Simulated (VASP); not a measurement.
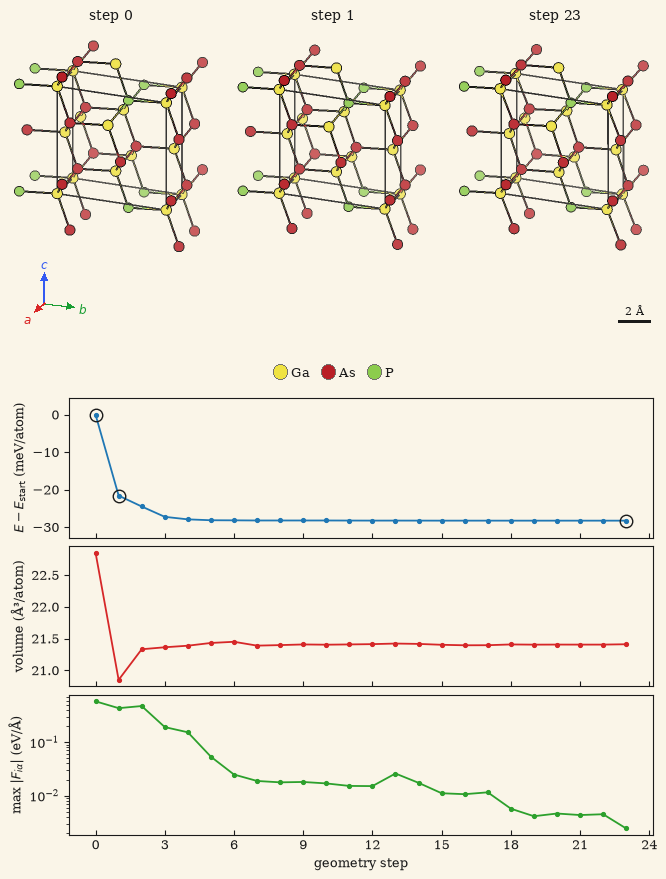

Frames of a relaxation of a crystal of Ga$_{4}$As$_{3}$P (a generated structure, set up in Cm), marked on the history of the run. Style: ball-and-stick. Shown: the cell of the calculation, slightly off an axis.

The run lets cell and atoms move.

Method: Kohn-Sham DFT of a periodic cell, LDA, VASP PAW LDA potentials, recommended in VASP 6.6.1.

The input:
```
PREC = Accurate
ENCUT = 300
EDIFF = 1E-7
ISMEAR = 0
SIGMA = 0.02
LREAL = False
LASPH = True
NELM = 100
ALGO = Fast
ISIF = 3
LWAVE = False
LCHARG = False
GGA = CA
IBRION = 2
NSW = 40
EDIFFG = -0.005
KPAR = 2
```

Run as
```bash
cat potpaw_LDA.64/Ga_d/POTCAR potpaw_LDA.64/As/POTCAR potpaw_LDA.64/P/POTCAR > POTCAR
mpirun -np 2 vasp_std > vasp.out
```

**What happens along the run?**

Over 23 geometry steps the energy falls by 28.3 meV per atom. The largest force component goes from 0.58 to 0.0024 eV/Å. Pressure: −4.37 GPa at the start and −0.01 GPa at the end. The largest move relative to the cell is that of a Ga atom, 0.069 Å roughly along [−1 −2 0]. By element the largest moves are Ga 0.069 Å, As 0.023 Å, P 0.006 Å. The volume changes by −6.3 %, with a 4.013 → 3.950 Å (−1.6 %), b 6.951 → 6.800 Å (−2.2 %), c 6.951 → 6.771 Å (−2.6 %), α 99.6° → 99.8°, γ 106.8° → 106.9°. Some distances before and after: Ga–P 2.458 → 2.338 Å, Ga–P 2.458 → 2.373 Å, As–Ga 2.458 → 2.413 Å. Among the angles between lasting bonds that change: Ga–P–Ga 109.5° → 112.7°, P–Ga–P 109.5° → 112.7°, As–Ga–As 109.5° → 107.1°. The space group stays Cm (No. 8). From step 0 to 1: a Ga atom moves most (0.03 Å), volume −8.8 %, energy −21.6 meV per atom. From step 1 to 23: a Ga atom moves most (0.04 Å), volume +2.7 %, energy −6.7 meV per atom.

```json
{"step": "0", "E − E(0), meV/atom": "0.00", "largest force component, eV/Å": "0.5802", "pressure, GPa": "-4.37", "volume, Å³/atom": "22.852"}
{"step": "1", "E − E(0), meV/atom": "-21.58", "largest force component, eV/Å": "0.4324", "pressure, GPa": "2.28", "volume, Å³/atom": "20.851"}
{"step": "2", "E − E(0), meV/atom": "-24.48", "largest force component, eV/Å": "0.4739", "pressure, GPa": "0.41", "volume, Å³/atom": "21.333"}
{"step": "3", "E − E(0), meV/atom": "-27.24", "largest force component, eV/Å": "0.1914", "pressure, GPa": "0.20", "volume, Å³/atom": "21.364"}
{"step": "4", "E − E(0), meV/atom": "-27.91", "largest force component, eV/Å": "0.1530", "pressure, GPa": "0.09", "volume, Å³/atom": "21.389"}
{"step": "5", "E − E(0), meV/atom": "-28.15", "largest force component, eV/Å": "0.0534", "pressure, GPa": "-0.08", "volume, Å³/atom": "21.432"}
{"step": "6", "E − E(0), meV/atom": "-28.17", "largest force component, eV/Å": "0.0248", "pressure, GPa": "-0.14", "volume, Å³/atom": "21.451"}
{"step": "7", "E − E(0), meV/atom": "-28.21", "largest force component, eV/Å": "0.0188", "pressure, GPa": "0.08", "volume, Å³/atom": "21.390"}
{"step": "8", "E − E(0), meV/atom": "-28.21", "largest force component, eV/Å": "0.0177", "pressure, GPa": "0.10", "volume, Å³/atom": "21.398"}
{"step": "9", "E − E(0), meV/atom": "-28.21", "largest force component, eV/Å": "0.0180", "pressure, GPa": "0.02", "volume, Å³/atom": "21.409"}
{"step": "10", "E − E(0), meV/atom": "-28.21", "largest force component, eV/Å": "0.0169", "pressure, GPa": "0.04", "volume, Å³/atom": "21.405"}
{"step": "11", "E − E(0), meV/atom": "-28.23", "largest force component, eV/Å": "0.0152", "pressure, GPa": "0.01", "volume, Å³/atom": "21.409"}
{"step": "12", "E − E(0), meV/atom": "-28.24", "largest force component, eV/Å": "0.0151", "pressure, GPa": "-0.01", "volume, Å³/atom": "21.414"}
{"step": "13", "E − E(0), meV/atom": "-28.24", "largest force component, eV/Å": "0.0259", "pressure, GPa": "-0.06", "volume, Å³/atom": "21.423"}
{"step": "14", "E − E(0), meV/atom": "-28.24", "largest force component, eV/Å": "0.0174", "pressure, GPa": "-0.04", "volume, Å³/atom": "21.417"}
{"step": "15", "E − E(0), meV/atom": "-28.25", "largest force component, eV/Å": "0.0111", "pressure, GPa": "-0.01", "volume, Å³/atom": "21.403"}
{"step": "16", "E − E(0), meV/atom": "-28.25", "largest force component, eV/Å": "0.0106", "pressure, GPa": "0.02", "volume, Å³/atom": "21.395"}
{"step": "17", "E − E(0), meV/atom": "-28.25", "largest force component, eV/Å": "0.0115", "pressure, GPa": "0.04", "volume, Å³/atom": "21.397"}
{"step": "18", "E − E(0), meV/atom": "-28.26", "largest force component, eV/Å": "0.0057", "pressure, GPa": "-0.01", "volume, Å³/atom": "21.409"}
{"step": "19", "E − E(0), meV/atom": "-28.26", "largest force component, eV/Å": "0.0041", "pressure, GPa": "0.03", "volume, Å³/atom": "21.405"}
{"step": "20", "E − E(0), meV/atom": "-28.26", "largest force component, eV/Å": "0.0046", "pressure, GPa": "0.00", "volume, Å³/atom": "21.407"}
{"step": "21", "E − E(0), meV/atom": "-28.26", "largest force component, eV/Å": "0.0043", "pressure, GPa": "0.02", "volume, Å³/atom": "21.406"}
{"step": "22", "E − E(0), meV/atom": "-28.26", "largest force component, eV/Å": "0.0045", "pressure, GPa": "0.01", "volume, Å³/atom": "21.406"}
{"step": "23", "E − E(0), meV/atom": "-28.26", "largest force component, eV/Å": "0.0024", "pressure, GPa": "-0.01", "volume, Å³/atom": "21.412"}
```
